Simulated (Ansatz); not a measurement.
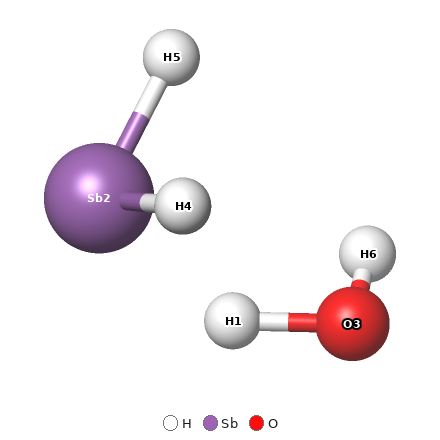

The system is the reacting system H₄OSb (fragments H₃Sb + HO where the first distance is long, H₂O + H₂Sb where the second is long), spin multiplicity 2; the picture shows the reference structure. The first coordinate is: distance H1–O3 (bond that forms); the second: distance H1–Sb2 (bond that breaks). Relaxed at each point: all other coordinates. The scan uses an 11 × 11 grid. At 7 points there is no value. Points are written as (first, second). Energies are in kcal/mol, from the lowest grid point. Energies and slopes of some neighbouring points disagree (a jump in structure or state, or too coarse a mesh). The calculation used UKS PBE0-D4/def2-SVP in Ansatz 0.2.0.

Its coordinates:

```yaml
atoms:
  - { symbol: H, position_ang: [-0.3927, -0.9887, -0.5445] }
  - { symbol: Sb, position_ang: [1.5053, 0.1789, -0.2805] }
  - { symbol: O, position_ang: [-1.5833, -0.6409, -0.3135] }
  - { symbol: H, position_ang: [0.8726, 1.6646, -0.8440] }
  - { symbol: H, position_ang: [1.1925, 0.6225, 1.3469] }
  - { symbol: H, position_ang: [-1.5943, -0.8362, 0.6357] }
```

Range: distance H1–O3 (bond that forms) from 0.873 to 2.373 Å; distance H1–Sb2 (bond that breaks) from 1.530 to 2.730 Å.

**Predict the map.**

The lowest grid point is at (0.957 Å, 2.730 Å). It lies in a valley that leaves the map towards separated partners. The highest grid point, (2.373 Å, 2.298 Å), lies 77 kcal/mol above the lowest.

```
second ↓, first →  0.873  0.957  1.074  1.206  1.350  1.504  1.665  1.833  2.008  2.188  2.373
            2.730      6      0      5     20     39     59     52     50     49     49      –
            2.582      7      1      6     20     38     57     71     50     49     49     49
            2.438      9      2      6     20     37     54     67     76     50     49     48
            2.298     11      3      7     20     36     51     62     69     73     75     77
            2.164     14      6      9     20     35     48     57     63     66     67     68
            2.035     19     10     11     21     34     45     52     56     59     60     61
            1.912     25     16     16     24     34     42     48     52     53     55     55
            1.796     34     24     22     28     35     42     46     49     50     51      –
            1.690     46     34     31     34     39     44     47     49     50     50      –
            1.597     61     47     42     43     46     49     51     52     52      –      –
            1.530     74     60     53     52     54     55     56     57     57      –      –
```

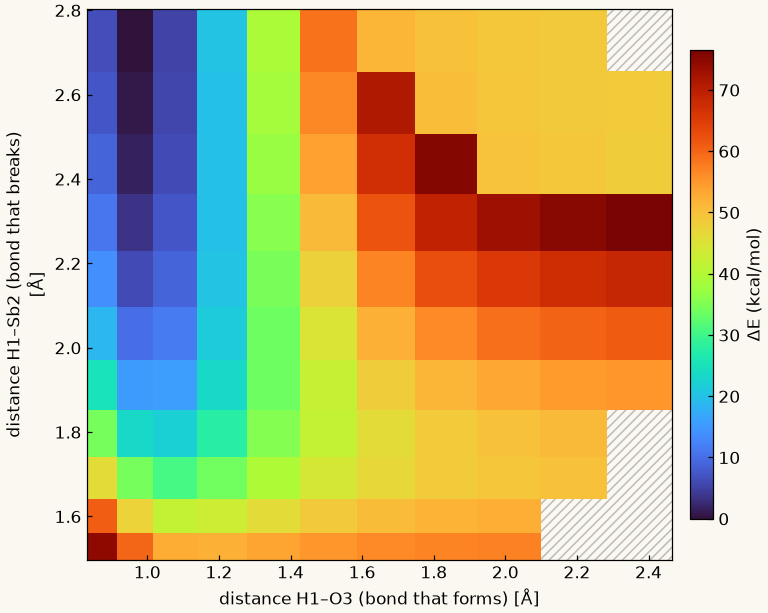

The picture shows one coloured cell a grid point, hatched blanks where no value was computed.

Each point was launched as `ansatz run input.yaml --threads 1 --pin off --max-ram 2560MiB --backend cpu --events-out ev --progress --plain --runs-dir out`. Time for the 114 points that were run: 39 min on 1 thread of Arm Neoverse V2 (shared host).
